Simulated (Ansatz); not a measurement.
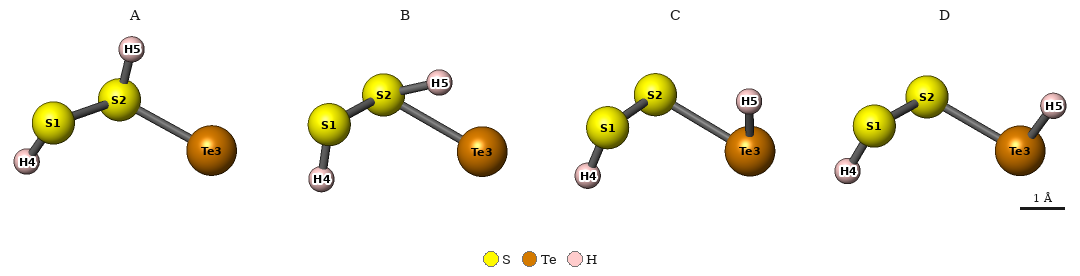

4 geometries from a converged minimum-energy path of H2TeS2, shuffled. The picture is a ball-and-stick view, seen from a free direction.

These are results of UKS B3LYP/def2-SVP (Ansatz 0.2.0), not measurements. Settings: 5 movable images; climbing image; force threshold 0.03 eV/Å; iteration limit 60; starting path through a guess of the saddle point.

One of them is the converged climbing image. Which?

Answer. B. In order along the path, whose images run from 0 to 6: D (image 0, 0.0 kcal/mol), C (image 2, +9.2 kcal/mol), B (image 4, +33.8 kcal/mol), A (image 6, +20.6 kcal/mol). A hydrogen atom shifts from one atom to another. Breaking: Te3–H5 (1.68 → 1.99 at the top → 3.03 Å). Forming: S2–H5 (3.11 → 1.50 at the top → 1.36 Å).

The run took 110 s on 2 threads of Arm Neoverse V2 (shared host), peak memory 0.22 GiB.
